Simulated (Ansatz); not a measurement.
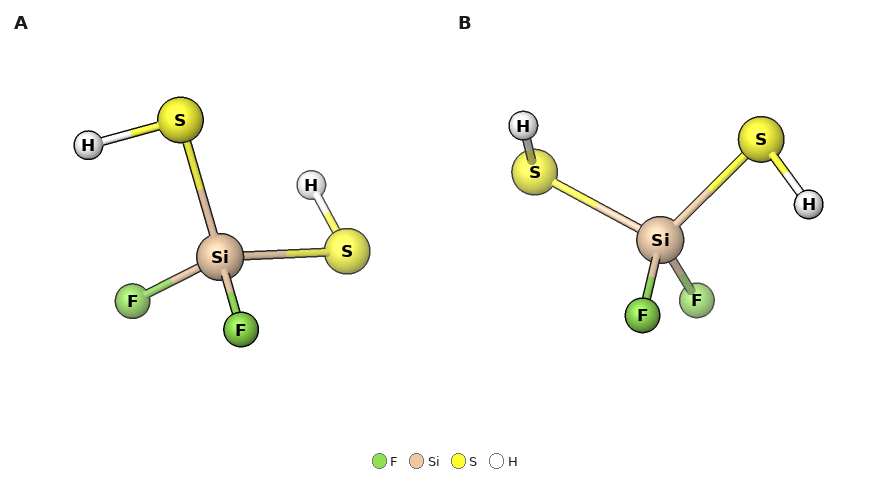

Atoms fade into the background with distance from the viewer. The geometry was computed by an optimisation with PBE0-D4/def2-TZVP.

> Are A and B the same structure? If not, how do they differ?

Yes. They are the same structure, F2H2S2Si (F[Si](F)(S)S), seen from two directions: a rotation takes one into the other. The geometry is chiral (C1), so its mirror image would differ.
